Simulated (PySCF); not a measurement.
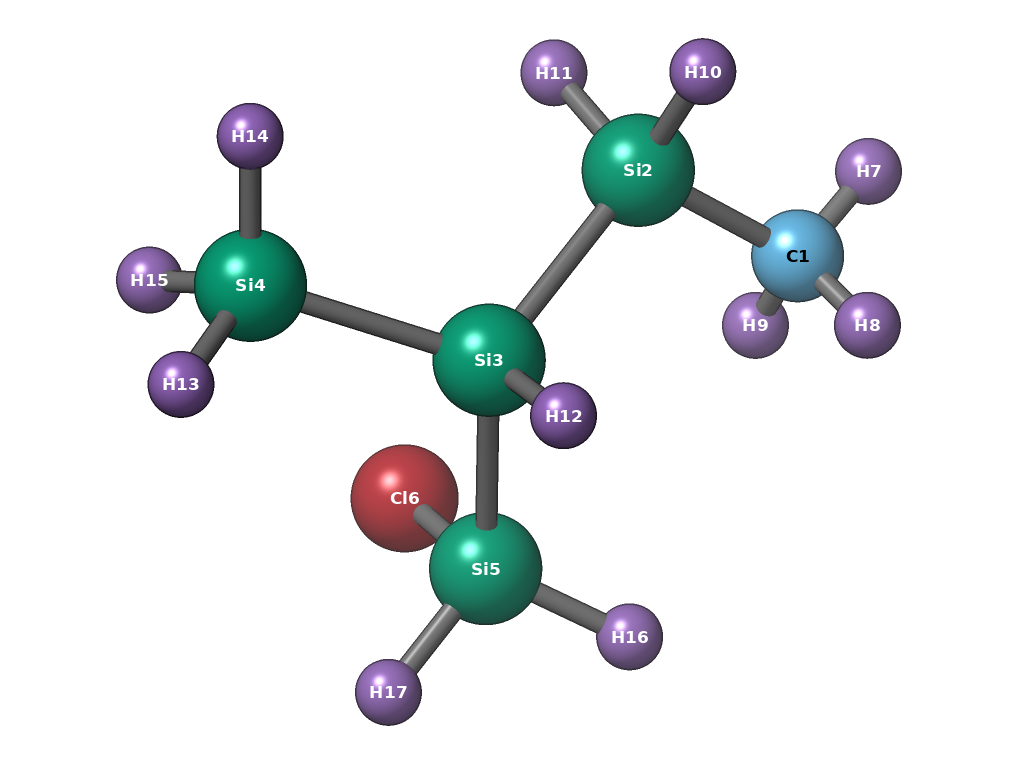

Computed geometry: GFN2-xTB optimisation. No frequency run is at hand to confirm it as a minimum. Electric field gradients from the ground-state density, PBE0/pcSseg-1 (PySCF 2.14.0), non-relativistic apart from any core potentials.

Give the largest field-gradient component, the quadrupole coupling constant and the asymmetry for 35Cl at Cl6 (Q = −81.7 mb), 2H at H7 (Q = 2.86 mb), 2H at H8 (Q = 2.86 mb), 2H at H9 (Q = 2.86 mb), 2H at H10 (Q = 2.86 mb).

```tsv
atom	V_zz (a.u.)	e²qQ/h (MHz)	η
Cl6	2.194	−42.1	0.01
H7	0.325	0.218	0.01
H8	0.323	0.217	0.01
H9	0.322	0.216	0.01
H10	0.159	0.107	0.01
```

The geometry is semi-empirical. Around Si such bond lengths and angles can be off by a tenth of an ångström or more and by several degrees, and values that hang on the shape move with them.
